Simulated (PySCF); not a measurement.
# AlH (SMILES [AlH]): B2PLYP/aug-cc-pVDZ

Aim: the vertical singlet–triplet gap of AlH at B2PLYP/aug-cc-pVDZ, from 2 runs. The job is set up through a Python script.

Program for the calculation: PySCF 2.14.0.

5 further runs of the same task are left out: 5 set aside as unsound or not needed.

### 1 The molecule

AlH has 2 atoms, charge 0, and is taken as a singlet. As SMILES, `[AlH]`. Geometry: a GFN2-xTB relaxation, a rough one for these elements and not checked as a minimum.

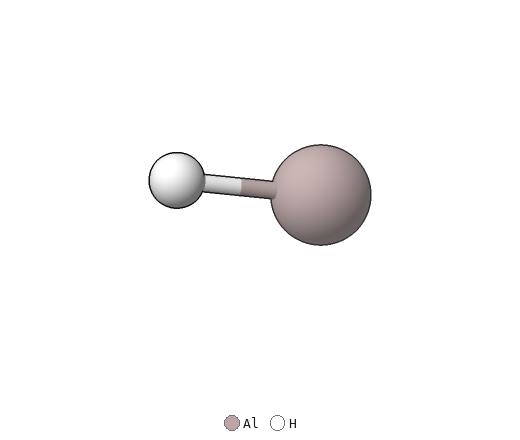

The structure, seen from a chosen angle (aluminium light grey, hydrogen white).

### 2 A single-point energy at B2PLYP/aug-cc-pVDZ

Input file input.py:

```python
from pyscf import gto, dft, mp

molecule = gto.Mole()
molecule.atom = '''
Al     0.000000     0.000000     0.000000
H      0.000000     0.000000     3.049016
'''
molecule.max_memory = 1860
molecule.unit = 'bohr'
molecule.spin = 0
molecule.verbose = 3
molecule.basis = 'aug-cc-pvdz'
molecule.build()

calc0 = dft.RKS(molecule, xc='0.53*HF + 0.47*B88, 0.73*LYP')
calc0.grids.level = 5
calc0.conv_tol = 1e-10
calc0.kernel()
if not calc0.converged:
    calc0 = calc0.newton().run(calc0.mo_coeff, calc0.mo_occ)

pt = mp.MP2(calc0, frozen=5).run()
energy = calc0.e_tot + 0.27 * pt.e_corr
print('PT2 part  %.8f' % (0.27 * pt.e_corr))
print(f'total energy: {energy:.8f} hartree')
```

Run with:

```sh
$ OMP_NUM_THREADS=1 python input.py
```

The log of the run:

```text
converged SCF energy = -242.834722365057
E(RMP2) = -242.904525399249  E_corr = -0.0698030341916459
E(SCS-RMP2) = -242.91522846901  E_corr = -0.0805061039528455
PT2 part  -0.01884682
total energy: -242.85356918 hartree
```

Wall time 1.8 s (1 thread of Arm Neoverse V1, shared host); peak memory 0.21 GiB.

### 3 The triplet at the same level

Input file calc.py:

```python
from pyscf import gto, dft, mp

mol = gto.M(
    atom='Al 0.000000 0.000000 0.000000; H 0.000000 0.000000 1.613470',
    verbose=4,
    max_memory=1860,
    basis='aug-cc-pvdz',
    spin=2,
)

mf = dft.UKS(mol, xc='0.53*HF + 0.47*B88, 0.73*LYP')
mf.grids.level = 5
mf.conv_tol = 1e-10
mf.kernel()
if not mf.converged:
    mf = mf.newton().run(mf.mo_coeff, mf.mo_occ)

pt = mp.MP2(mf, frozen=5).run()
etot = mf.e_tot + 0.27 * pt.e_corr
print('PT2 part  %.8f' % (0.27 * pt.e_corr))
print('E = %.10f Eh' % etot)
```

Run with:

```sh
$ OMP_NUM_THREADS=1 python calc.py
```

The log of the run:

```text
PySCF version 2.14.0

[INPUT] num. atoms = 2
[INPUT] num. electrons = 14
[INPUT] charge = 0
[INPUT] spin (= nelec alpha-beta = 2S) = 2
[INPUT] symmetry False subgroup None
[INPUT] Mole.unit = angstrom
[INPUT] Symbol           X                Y                Z      unit          X                Y                Z       unit  Magmom
[INPUT]  1 Al     0.000000000000   0.000000000000   0.000000000000 AA    0.000000000000   0.000000000000   0.000000000000 Bohr   0.0
[INPUT]  2 H      0.000000000000   0.000000000000   1.613470000000 AA    0.000000000000   0.000000000000   3.049016410202 Bohr   0.0

nuclear repulsion = 4.26367006635388
number of shells = 13
number of NR pGTOs = 61
number of NR cGTOs = 36
basis = aug-cc-pvdz
ecp = {}

[... 34 lines left out ...]
[... the frontier-level lines of each cycle are left out ...]
[... 3 lines left out ...]
[... 42 lines left out ...]
converged SCF energy = -242.773140428647  <S^2> = 2.0069092  2S+1 = 3.0046026
[... 1 line left out ...]
******** <class 'pyscf.mp.ump2.UMP2'> ********
nocc = (np.int64(3), np.int64(1)), nmo = (31, 31)
frozen orbitals 5
E(UMP2) = -242.82152335297  E_corr = -0.0483829243229717
E(SCS-UMP2) = -242.825056171985  E_corr = -0.0519157433376793
E_corr(same-spin) = -0.0070889605960232
E_corr(oppo-spin) = -0.0412939637269485
PT2 part  -0.01306339
E = -242.7862038182 Eh
```

It took 3.3 s on 1 thread of Arm Neoverse V1, shared host; peak memory 0.22 GiB.

### 4 Outcome

Level: B2PLYP/aug-cc-pVDZ, 5 core orbitals frozen.

| quantity | value |
| --- | --- |
| singlet: total energy | -242.85357 Eh |
| singlet: dipole moment (SCF part) | 0.10 D |
| singlet: HOMO energy (SCF part's orbitals) | -6.54 eV |
| singlet: LUMO energy (SCF part's orbitals) | -0.87 eV |
| singlet: HOMO–LUMO gap (SCF part's orbitals) | 5.68 eV |
| triplet: total energy | -242.78620 Eh |
| triplet: dipole moment (SCF part) | 0.60 D |
| triplet: HOMO energy (SCF part's orbitals) (highest over α and β) | -4.91 eV |
| triplet: LUMO energy (SCF part's orbitals) (lowest over α and β) | -2.44 eV |
| triplet: ⟨S²⟩ | 2.007 |
| vertical energy of the triplet above the singlet | 1.833 eV |

**Reading.** At this shape the triplet lies 1.83 eV (177 kJ/mol) above the singlet.
